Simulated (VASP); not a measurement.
Band structure of HgTe (zinc blende). These are LDA (Ceperley-Alder, Perdew-Zunger) with spin-orbit coupling, VASP's LDA PAW potentials (set 64) (plane waves; VASP) values and carry that method's errors.

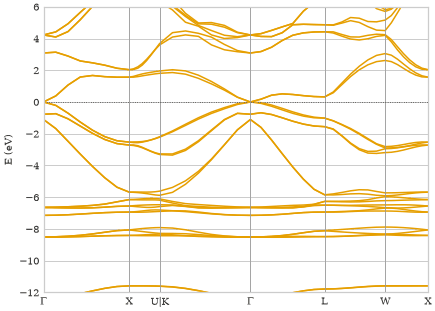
Figure. Bands along high-symmetry lines, zero at the valence-band maximum or, without a gap, the Fermi level

Read the plot: is there a gap, and where are the band edges?

It has no gap at this level: it comes out as a metal or semimetal.

The compound is HgTe in the zinc blende structure. It was relaxed first.
